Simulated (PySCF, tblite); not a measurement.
# C5H4F4O: geometry, infrared bands and NMR shifts

Aim: predict the infrared bands and NMR shifts of C5H4F4O (`C/C=C(/C(=O)F)C(F)(F)F`).

The runs use tblite 0.8.0 and PySCF 2.14.0, with density-fitted response routines of our own; the level of theory stands in each step. All values are computed, except where a source is named. Atoms count from 0, in the outputs and in this text.

### 1 The starting structure

14 atoms, charge 0, multiplicity 1; geometry from: force field or distance geometry start.

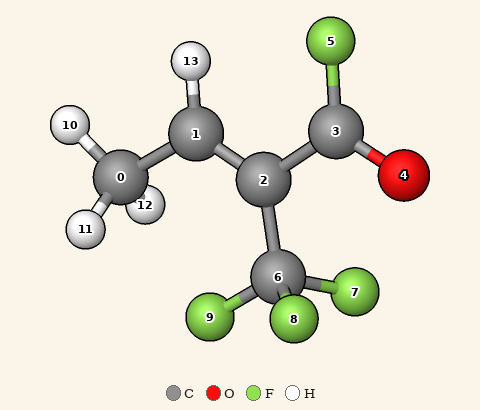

The starting geometry (carbon grey, oxygen red, fluorine green, hydrogen white), atoms numbered.

### 2 Optimising the geometry with GFN2-xTB

The job: settings as JSON, then the geometry in Å.

```
{"job": {"kind": "relax", "xc": "GFN2-xTB", "basis": "xTB"}, "charge": 0, "multiplicity": 1}
C      1.874600    -0.233300    -0.226400
C      0.573800    -0.833000     0.164200
C     -0.504500    -0.138100     0.135100
C     -1.759900    -0.806800     0.538500
O     -2.846300    -0.139300     0.519500
F     -1.770300    -2.109500     0.950400
C     -0.639000     1.270200    -0.289900
F     -1.483700     1.366000    -1.361000
F     -1.257300     2.026100     0.705900
F      0.545300     1.817000    -0.665800
H      2.655700    -1.007800    -0.087700
H      2.187000     0.623000     0.387200
H      1.842500     0.044200    -1.289200
H      0.581400    -1.879100     0.497100
```

Command:

```bash
OMP_NUM_THREADS=1 python probes_run.py task.json out
```

The driver reads the jobs from task.json and runs them one after another.

**Question.** This job is followed by: GFN2-xTB harmonic vibrations, gas phase; GIAO PBE0/pcSseg-1 NMR shielding, non-relativistic, gas phase. Predict these results of the whole session: strongest single infrared mode (GFN2-xTB); zero-point energy (GFN2-xTB); 13C shifts against TMS (PBE0/pcSseg-1); 1H shifts against TMS (PBE0/pcSseg-1, means over atoms taken as alike); 17O shifts against H2O (PBE0/pcSseg-1); 19F shifts against CFCl3 (PBE0/pcSseg-1, means over atoms taken as alike).

The runs gave:

| quantity | value |
| --- | --- |
| strongest single infrared mode (GFN2-xTB) | 1847 cm⁻¹, 517 km/mol |
| zero-point energy (GFN2-xTB) | 52.5 kcal/mol |
| 13C shifts against TMS (PBE0/pcSseg-1) | 165.7, 159.1, 131.9, 128.1, 17.2 ppm |
| 1H shifts against TMS (PBE0/pcSseg-1, means over atoms taken as alike) | 8.01, 2.47 ppm |
| 17O shifts against H2O (PBE0/pcSseg-1) | 442.9 ppm |
| 19F shifts against CFCl3 (PBE0/pcSseg-1, means over atoms taken as alike) | 17.7, -74.0 ppm |

**Reading.** Over 27 steps the energy fell by 0.892 eV; of the close pairs, C3–O4 changed most, 1.275 to 1.179 Å. No mode is imaginary among the 36: a minimum at this level. The strongest single mode, at 1847 cm⁻¹, moves mainly C3 and O4. GFN2-xTB is a fitted tight-binding method: band positions and strengths are rough. Its intensities can rank the bands wrongly. At PBE0/pcSseg-1: The largest span, 615 ppm, is at O4, where the paramagnetic term is -506 ppm.
